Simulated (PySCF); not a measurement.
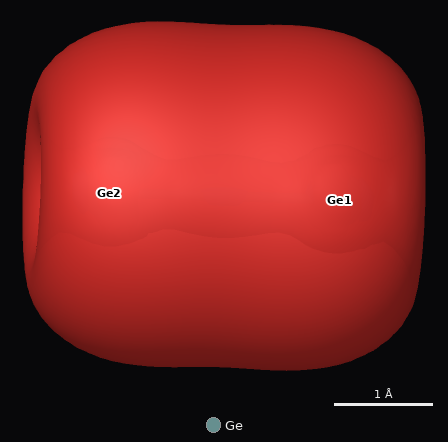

Figure. Ge2 (triplet). Isosurfaces of the spin density (α minus β) at +0.02 (red) and −0.02 e/Å³ (blue), seen from one side.

All numbers below come from PBE0/def2-TZVPPD, non-relativistic Hamiltonian with scalar-relativistic core potentials where named, at a bond length of 2.384 Å in PySCF 2.14.0.

```tsv
atom	x (Å)	y (Å)	z (Å)
Ge	0.0000	0.0000	-1.1920
Ge	0.0000	0.0000	1.1920
```

**Where is the unpaired spin?**

The unpaired spin (2 electrons) lies mostly on Ge1 (about 1.0) and Ge2 (about 1.0), in electrons by Hirshfeld's partition.
